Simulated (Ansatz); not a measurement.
# Strength of the Si–Si bond: Si6H14 → 2 SiH2(SiH2)(SiH3)

Species: Si6H14 `[SiH3][SiH2][SiH2][SiH2][SiH2][SiH3]`, singlet; SiH2(SiH2)(SiH3), doublet. 

Shapes, held fixed at every level: PBE0-D4/def2-TZVP. Flexible molecules stand in one conformer, not always the lowest. Programs: Ansatz 0.2.0. Electronic energies: no zero-point or thermal term.

| level | kind | ΔE (kJ/mol) | less CCSD(T)/CBS estimate |
| --- | --- | --- | --- |
| HF/def2-SVP | Hartree–Fock | +216.6 | -111.1 |
| HF/def2-TZVPP | Hartree–Fock | +212.5 | -115.2 |
| SPW92/def2-TZVPP | LDA | +351.9 | +24.2 |
| BHLYP-D4/def2-TZVPP | global hybrid | +313.7 | -14.0 |
| PBE0-D4/def2-TZVPP | global hybrid | +315.9 | -11.8 |
| r2SCAN0-D4/def2-TZVPP | global hybrid | +300.1 | -27.6 |
| CCSD(T)/CBS estimate | coupled cluster or CI | +327.7 | 0.0 |

The highest level, CCSD(T)/CBS estimate, gives ΔE = +327.7 kJ/mol; the levels span +212.5 to +351.9. The column of differences is taken from that level and isn't an error. Hartree–Fock misses the correlation of the pair that is broken and comes out low. No measured value is set beside it here. Open shells run unrestricted unless RO is named. The CBS estimate extrapolates MP2 from def2-TZVPP and def2-QZVPP and adds CCSD(T) − MP2 in the triple-zeta set, cores frozen.

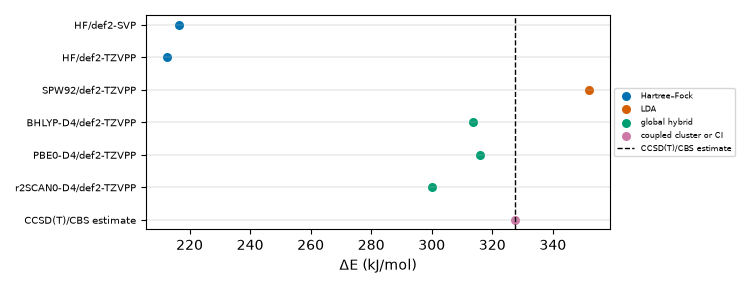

The values of the table, level by level.
